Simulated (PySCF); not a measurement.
Molecule: Be(I)(iPr), SMILES C[CH](C)[Be][I] (C3H7BeI). Atoms near the plane z = 1.2 Å, at the B3LYP/def2-SVP optimised geometry (x, y, z in Å): Be1 (0.6, 0.0, 0.0), I2 (2.8, 0.0, 0.0), C3 (-1.1, -0.1, 0.0), C4 (-1.7, 1.3, -0.1), C5 (-1.7, -0.9, 1.1), H7 (-2.8, 1.3, -0.1), H8 (-1.5, 1.9, 0.9), H10 (-1.3, -1.9, 1.1), H11 (-2.8, -1.0, 1.0), H12 (-1.5, -0.5, 2.1).

Computed with PySCF with B3LYP/def2-TZVP, def2 effective core potentials past Kr. The core electrons that the potentials of I replace are not part of the density. Cells within 0.4 Å of a nucleus heavier than hydrogen are left out (blank, or x). The values are rescaled to run from 0 to 1.

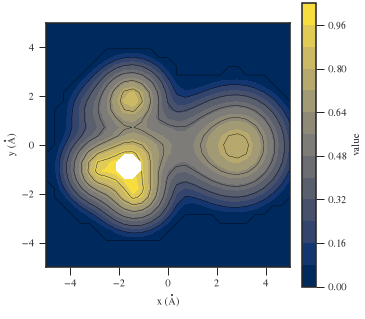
*a field on the plane z = 1.2 Å.*

Q: Which quantity is mapped?
A. electron localisation function
B. an orbital amplitude
C. electrostatic potential
D. log10 of the electron density

A: D, log10 of the electron density. In full: log10 of the electron density (e/bohr³), floored at −4.
